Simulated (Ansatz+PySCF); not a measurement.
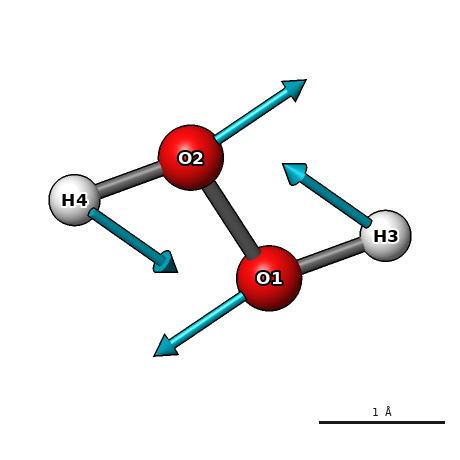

(Drawn from a calculation with Ansatz+PySCF.)

Arrows show the forces on the atoms, 3 Å of arrow for 1 eV/Å; forces under a tenth of the largest aren't drawn. State: charge +1, doublet. Level of theory: U-MP2 (2 frozen)/cc-pVTZ (Ansatz).

List the force components in the frame of the picture (x right, y up, z towards the viewer), in eV/Å.

```json
{"atom": "O1", "Fx": "−0.24", "Fy": "−0.16", "Fz": "−0.01"}
{"atom": "O2", "Fx": "0.24", "Fy": "0.16", "Fz": "0.01"}
{"atom": "H3", "Fx": "−0.23", "Fy": "0.16", "Fz": "0.15"}
{"atom": "H4", "Fx": "0.23", "Fy": "−0.16", "Fz": "−0.15"}
```
